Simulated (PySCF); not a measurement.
## Electronic structure of BClH2···BH3 (diborane mono Cl) in real space

Input

```
{"job": {"kind": "nmr", "xc": "revPBE", "basis": "pcSseg-1", "pop": false}, "charge": 0, "multiplicity": 1}
B     -1.303420    -0.713376     1.077345
Cl    -0.197332    -1.086867     2.279581
H     -1.900137     0.293254     1.147612
H      0.258642     0.509345    -0.570900
B      1.224884     0.750002    -1.181976
H      1.138470     1.119985    -2.282366
H      2.270237     0.616571    -0.687815
H     -1.491344    -1.488913     0.218519
```

Run with:

```sh
OMP_NUM_THREADS=1 python ens_run.py task.json out
```

Geometry: GFN2-xTB.

All numbers below come from PySCF 2.14.0, revPBE/pcSseg-1, SCF density, gas phase, non-relativistic.

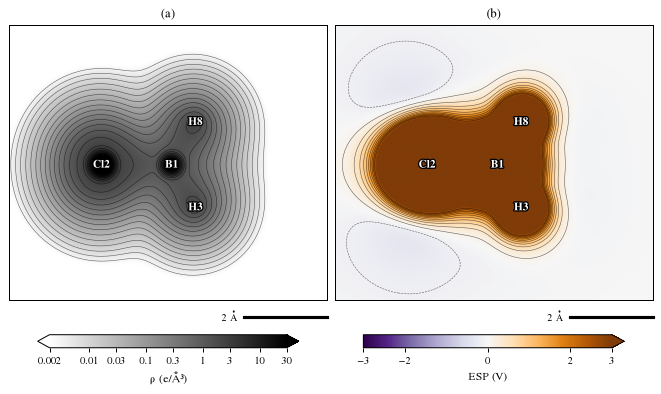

Figure 1. (a) electron density; (b) molecular electrostatic potential on the plane of atoms H3, B1 and H8.

Interpret the plot.

Answer. The plane passes through B, Cl and H nuclei. B–Cl (1.68 Å): the density is about 1.5 e/Å³ at the midpoint. B–H (1.17 Å): ρ is about 1.3 e/Å³ halfway. Outside the dense part of the complex the potential is most negative (−0.3 V) near Cl2.

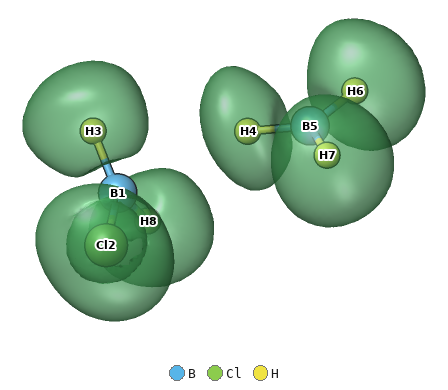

Figure 2. Isosurface of the electron localisation function at 0.8 (green), seen at an oblique angle. Only the valence region is drawn (cores and ρ < 0.01 e/Å³ removed).

What do the ELF domains correspond to?

Answer. The surface consists of five regions around hydrogen nuclei and one region on Cl in which the atom's valence shell and bonds are merged.


B1···H4 (2.58 Å): the ELF dips to about 0 between them. B–Cl (1.68 Å): the ELF peaks at about 0.90 between the atoms: a short, strongly polar bond.

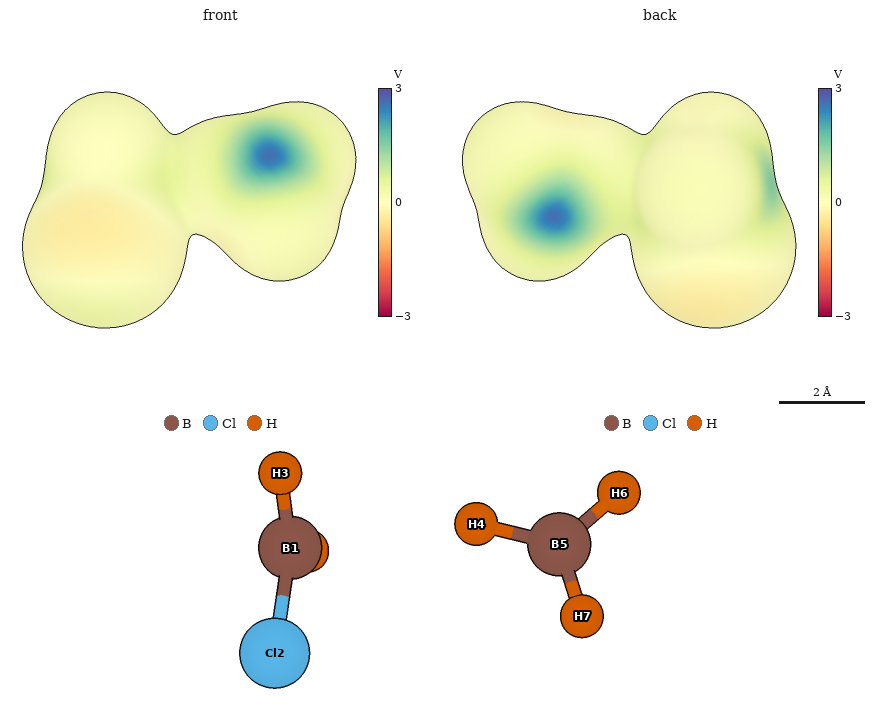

Figure 3. The electrostatic potential painted on the density surface at 0.002 e/bohr³, seen from the front and from behind; red is negative and blue positive. The bare structure is drawn below in the same view.

Which sites attract a positive test charge, and which a negative one?

Answer. A positive charge is drawn to the negative regions and a negative charge to the positive ones. The most negative region (about −0.3 V, or −7 kcal/mol for a unit charge) lies over Cl2, the most positive (about +2.5 V, or +58 kcal/mol for a unit charge) over B5. Cl2 shows a σ-hole: about +0.3 V, or +7 kcal/mol for a unit charge at the tip opposite its bond, against about −0.2 V on its flanks.

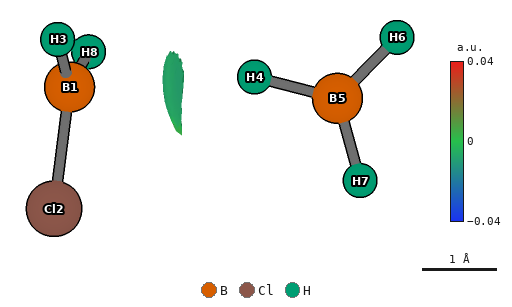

Figure 4. Non-covalent interaction (NCI) plot: the surface where the reduced density gradient is 0.5, for densities under 0.05 a.u., coloured by sign(λ₂)ρ; seen across its widest extent.

Which non-covalent interactions does the plot reveal?

Answer. Between H4 on one side and B1 on the other: a weak contact (green).
